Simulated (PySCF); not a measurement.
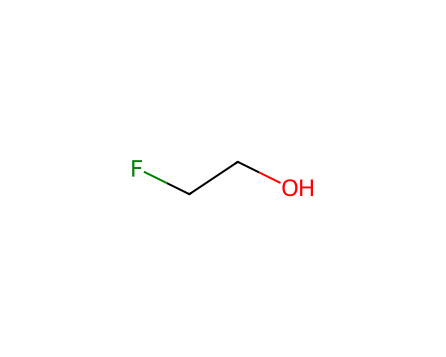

2D structure.

> Give its SMILES.

OCCF

> Give the formula, hydrogens included.

C2H5FO.

> An optimisation with PBE0-D3(BJ)/def2-SVP gave a structure of which point group?

C1. Other conformers may differ.

More results for the same structure follow; atom numbers are the same in all pictures, views and colours differ. Computed geometry: PBE0-D3(BJ)/def2-SVP optimisation. No frequency run is at hand to confirm it as a minimum.

**Shape**

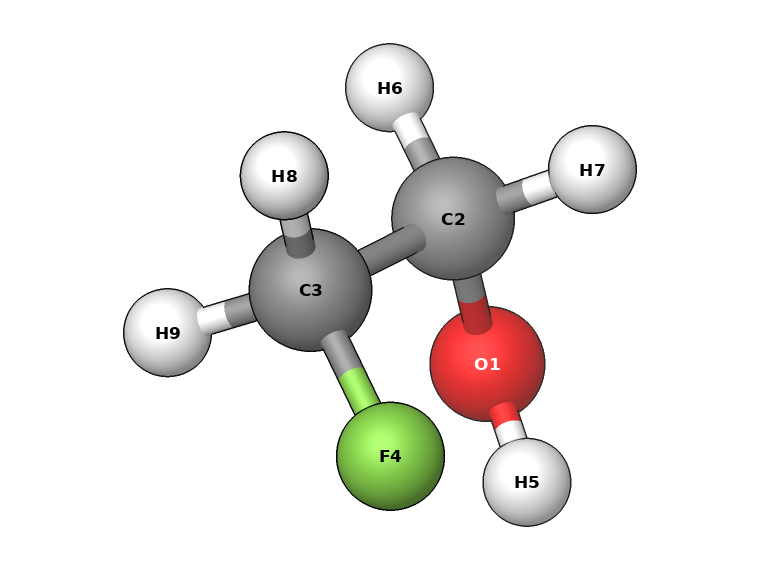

No frequency run is at hand to confirm it as a minimum.

Which atoms are bonded, and how long are the bonds?

```csv
bond,length (Å),order
O1–C2,1.396,single
O1–H5,0.965,single
C2–C3,1.507,single
C2–H6,1.102,single
C2–H7,1.110,single
C3–F4,1.381,single
C3–H8,1.103,single
C3–H9,1.103,single
```

**Dipole moment**

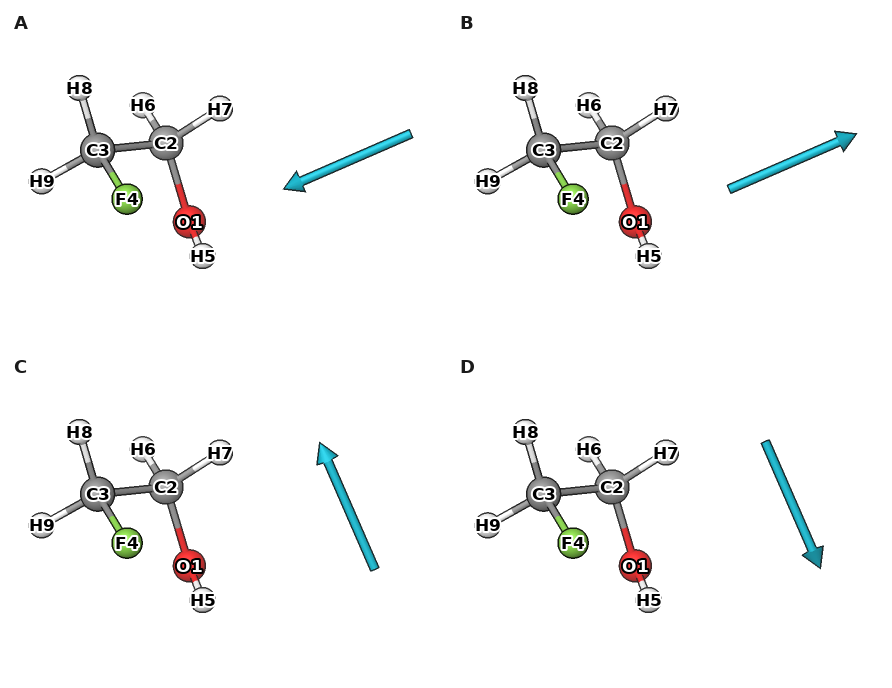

The same molecule four times, each with an arrow. No frequency run is at hand to confirm it as a minimum. Properties computed with PBE0/aug-cc-pVDZ, gas phase (PySCF 2.14.0).

> Which arrow points along the dipole moment, from the negative to the positive end?

C. The dipole moment is 1.51 D; it points from the side of H5 to the side of H8 (the outermost atoms at the two ends).

**Excitation**

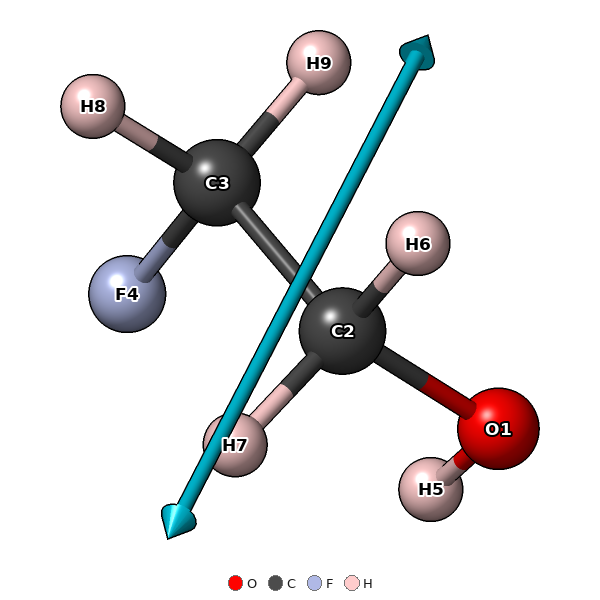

The double arrow shows the direction of the transition dipole to excited singlet state 3 (its length means nothing). No frequency run is at hand to confirm it as a minimum. Method: TDDFT PBE0/def2-TZVPD, vertical, gas phase, core orbitals frozen in the response (PySCF 2.14.0).

> Where does the transition lie, and how strong is it?

8.16 eV (152 nm), oscillator strength 0.059, mainly HOMO → LUMO+2 (weight 0.94); transition dipole 1.38 D.

**Levels of theory compared**

No frequency run is at hand to confirm it as a minimum. Program: PySCF 2.14.0.

Tabulate polarisability (bohr³) at these levels: PBE0/6-31+G*; PBE0/aug-cc-pVDZ; PBE0/aug-cc-pVTZ; PBE0/def2-TZVPD.

```csv
level,polarisability (bohr³)
PBE0/6-31+G*,30.1
PBE0/aug-cc-pVDZ,33.6
PBE0/aug-cc-pVTZ,33.9
PBE0/def2-TZVPD,33.7
```
